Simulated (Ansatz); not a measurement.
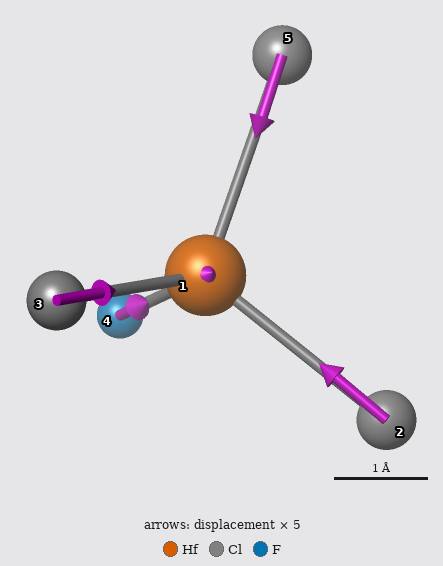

This is a relaxation of HfCl₃F. The starting structure is drawn; purple arrows show the displacements, magnified 5 times. The two geometries are superimposed by the best rigid fit.

The picture is a ball-and-stick view, seen at a tilt.

The run prepares the start of a later molecular dynamics calculation, from a guessed geometry.

The calculation used RKS LDA/def2-SVP in Ansatz 0.2.0.

The input:
```yaml
crystal:
  periodic: [false, false, false]
  atoms:
    - { symbol: Hf, position_ang: [0.0, 0.0, 0.0] }
    - { symbol: Cl, position_ang: [0.0, 0.0, 2.52] }
    - { symbol: Cl, position_ang: [2.3764, 0.0, -0.8392] }
    - { symbol: F, position_ang: [-0.9326, 1.6157, -0.6593] }
    - { symbol: Cl, position_ang: [-1.1869, -2.0563, -0.8392] }
basis:
  gaussian: { orbitals: def2-SVP }
hamiltonian:
  xc: lda
relax:
  f_tol: 0.02
  max_steps: 40
```

Launched with:
```bash
ansatz run input.yaml --threads 2 --pin off --max-ram 3072MiB --backend cpu --events-out ev --progress --plain --runs-dir out
```

What happened in the run?

Answer. The largest moves after the best rigid fit, 0.19 Å, are those of Cl2, Cl3 and Cl5. Largest moves by element: Cl 0.19 Å, F 0.13 Å, Hf 0.03 Å. Among the contacts that change: Hf1–Cl2 2.520 → 2.317 Å, Hf1–F4 1.979 → 1.881 Å. After 3 geometry steps the energy has fallen by 23.8 kcal/mol. Largest force component: 2.6 eV/Å at the start, 0.0054 eV/Å at the end. The run took 7.8 s on 2 threads of Arm Neoverse V1, on a shared host, peak memory 0.17 GiB.
